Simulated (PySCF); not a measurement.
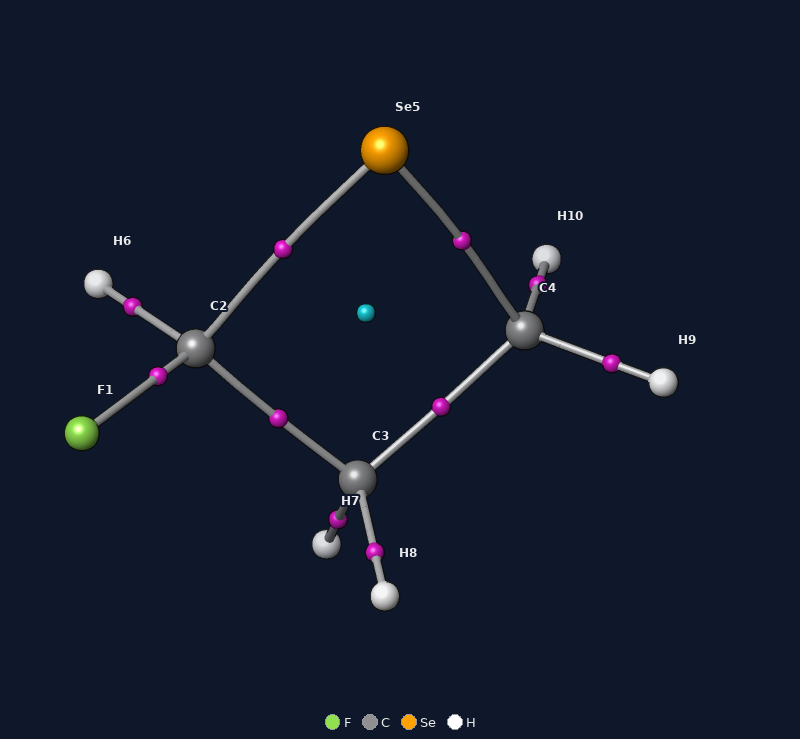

Figure. C3H5FSe, SMILES `FC1CC[Se]1`. Molecular graph of the electron density (QTAIM): bond paths, bond critical points (magenta), ring points (cyan, if any); weak paths are dashed.

Level of theory: B3LYP/def2-SVPD (PySCF), at a geometry from GFN2-xTB. No frequency check shows the geometry to be a minimum. GFN2-xTB bond lengths at metals and heavier atoms can be off by up to 0.1 Å and shapes distorted, which carries into these values.

Input script:

```python
import numpy as np
from pyscf import gto, scf, dft
from pyscf.scf import atom_ks, atom_hf
from scipy.linalg import block_diag

def solve(mol, dm0=None, hcore=None):
    mf = (dft.UKS if mol.spin else dft.RKS)(mol, xc='b3lyp')
    mf.grids.level = 3
    mf = mf.density_fit(auxbasis='def2-universal-jkfit')
    mf.conv_tol, mf.max_cycle = 1e-8, 80
    if hcore is not None:
        mf.get_hcore = lambda *args: hcore
    mf.kernel(dm0)
    if not mf.converged:
        mf = mf.newton().run(mf.mo_coeff, mf.mo_occ, max_cycle=30)
    assert mf.converged, 'SCF not converged'
    return mf

mol = gto.M(atom='''
F     -1.90153     0.97968     0.24765
C     -1.05666     0.16113    -0.42519
C     -1.05946    -1.28359     0.05880
C      0.45000    -1.52812     0.06153
Se     0.87606     0.41478     0.01467
H     -1.23850     0.30716    -1.49425
H     -1.63324    -1.96740    -0.56722
H     -1.46274    -1.31302     1.07117
H      0.84457    -2.03652     0.93804
H      0.81441    -2.00636    -0.84611
''', basis='def2-svpd', charge=0, spin=0, verbose=4)
mf = solve(mol)
mf.analyze()
# spherically averaged free atoms, for the promolecule
atm = atom_ks.get_atm_nrks(mol, xc='b3lyp')
pro = block_diag(*[(atm[a[0]][2] * atm[a[0]][3]) @ atm[a[0]][2].T for a in mol._atom])
np.savez('result.npz', e=mf.e_tot, c=mf.mo_coeff, occ=mf.mo_occ, eps=mf.mo_energy, pro=pro, dip=mf.dip_moment(verbose=0), s2=mf.spin_square()[0])
```

Run with:

```sh
OMP_NUM_THREADS=1 python input.py
```

The run took 23 s on 1 thread of Arm Neoverse V2, on a shared host, peak memory 0.65 GiB.

Partitions, critical points and surface values were worked out afterwards from this run's density.

Question: How many critical points of each kind are there, and does the count close?

Answer: 10 nuclei, 10 bond, 1 ring and 0 cage critical points: 10 − 10 + 1 − 0 = 1, as the Poincaré–Hopf relation requires.

Question: Tabulate density, Laplacian, ellipticity and energy density at the bond critical points (atomic units).

Answer:
```csv
bond,length (Å),ρ (a.u.),∇²ρ (a.u.),ε,H (a.u.)
C2–H6,1.094,0.288,−1.13,0.04,−0.316
C4–H9,1.087,0.282,−1.06,0.00,−0.306
C4–H10,1.089,0.282,−1.05,0.00,−0.305
C3–H8,1.090,0.279,−1.03,0.00,−0.300
C3–H7,1.090,0.279,−1.02,0.01,−0.298
C2–C3,1.524,0.255,−0.62,0.03,−0.211
F1–C2,1.355,0.248,+0.10,0.08,−0.347
C3–C4,1.529,0.245,−0.56,0.01,−0.197
C2–Se5,1.998,0.139,−0.13,0.12,−0.083
C4–Se5,1.990,0.138,−0.14,0.11,−0.082
```

Question: What kind of interaction is C3–C4?

Answer: Shared-shell (covalent): ρ = 0.245, ∇²ρ = −0.56, H = −0.197 a.u.
